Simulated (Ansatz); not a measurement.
Species, as SMILES: [GaH] (GaH) (closed-shell singlet).
Geometry (B3LYP-D3(BJ)/def2-TZVP, fixed):
```
Ga
H 1 1.6890
```
Charge 0, spin multiplicity 1.

Basis-set convergence of the dipole moment at PBE0 with Ansatz (an electronic-structure program). Dipoles come from the density behind the forces; the sign is taken along the dipole that this method gives in the largest set. Cartesian d functions, on some or all atoms, in 3-21G, 6-31G, 6-31G**; all else is spherical. The program fits the integrals of some runs and decomposes those of others, by size. No added dispersion term, no relativity. Reference: the value in aug-cc-pV5Z, 0.423 D, itself unsure by roughly 0.002 D (its mean distance from aug-pcseg-3, aug-cc-pVQZ, def2-QZVPPD). Deviations are taken from unrounded values.

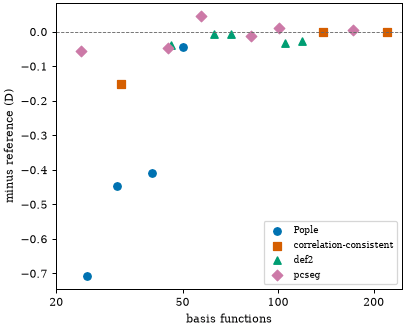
Figure: Deviation from the reference against the number of basis functions, by family of sets.

```
basis        functions  dipole moment (D)  minus reference (D)
-----------  ---------  -----------------  -------------------
pcseg-0             24              0.368               -0.055
3-21G               25             -0.283               -0.706
6-31G               31             -0.024               -0.447
cc-pVDZ             32              0.271               -0.152
6-31G**             40              0.013               -0.410
aug-pcseg-1         45              0.375               -0.048
def2-SVPD           46              0.384               -0.039
6-311G**            50              0.379               -0.044
pcseg-2             57              0.468                0.045
def2-TZVPD          63              0.417               -0.006
def2-TZVPPD         71              0.417               -0.007
aug-pcseg-2         82              0.410               -0.013
pcseg-3            101              0.432                0.009
def2-QZVP          105              0.391               -0.032
def2-QZVPP         119              0.396               -0.027
aug-cc-pVQZ        139              0.423                0.000
pcseg-4            172              0.428                0.005
aug-cc-pV5Z        220              0.423                0.000
```
